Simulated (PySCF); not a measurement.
```yaml
atoms:
  - { symbol: C, position_ang: [-1.1675, -0.9906, -1.9021] }
  - { symbol: Si, position_ang: [-0.4843, -0.0939, -0.3602] }
  - { symbol: Si, position_ang: [-1.3509, 2.0369, 0.0016] }
  - { symbol: P, position_ang: [-0.6725, -1.5963, 1.3340] }
  - { symbol: O, position_ang: [1.1182, 0.0745, -0.6234] }
  - { symbol: Si, position_ang: [2.6051, 0.0583, 0.0398] }
  - { symbol: O, position_ang: [2.5972, -0.6589, 1.4911] }
  - { symbol: H, position_ang: [-2.2438, -1.1158, -1.8262] }
  - { symbol: H, position_ang: [-0.7277, -1.9778, -2.0205] }
  - { symbol: H, position_ang: [-0.9619, -0.4267, -2.8067] }
  - { symbol: H, position_ang: [-0.7093, 3.0804, -0.8036] }
  - { symbol: H, position_ang: [-1.2438, 2.4677, 1.4024] }
  - { symbol: H, position_ang: [-2.7833, 2.0774, -0.3232] }
  - { symbol: H, position_ang: [-0.5087, -0.6596, 2.3406] }
  - { symbol: H, position_ang: [-2.0517, -1.5229, 1.4086] }
  - { symbol: H, position_ang: [3.4046, -0.6560, -0.9465] }
  - { symbol: H, position_ang: [2.9703, 1.4269, 0.3603] }
  - { symbol: H, position_ang: [2.2011, -1.5173, 1.6290] }
```

Geometry: GFN2-xTB.

Method: PySCF, PBE0/pcSseg-1, SCF density, gas phase, non-relativistic.

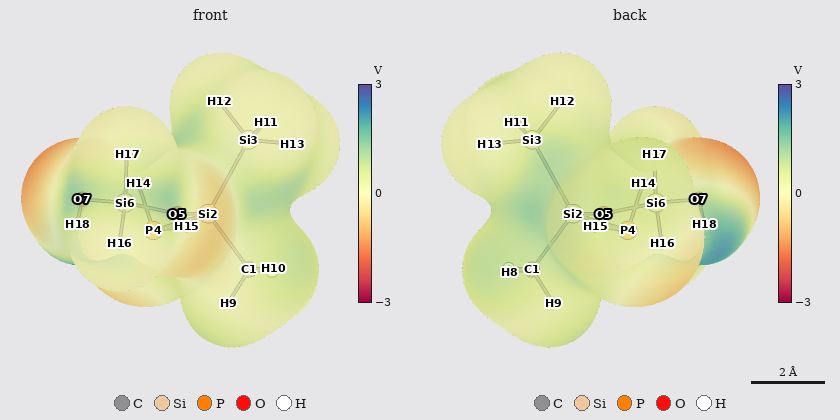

CH11O2PSi3. The electrostatic potential painted on the density surface at 0.002 e/bohr³, seen from the front and from behind; red is negative and blue positive.

> Describe the electrostatic potential map.

The most negative region (about −1.4 V) lies over O7, the most positive (about +2.1 V) over H18. O7 is the likeliest acceptor of a hydrogen bond.

> What dipole moment does the calculation give?

Its dipole moment is 1.41 D.
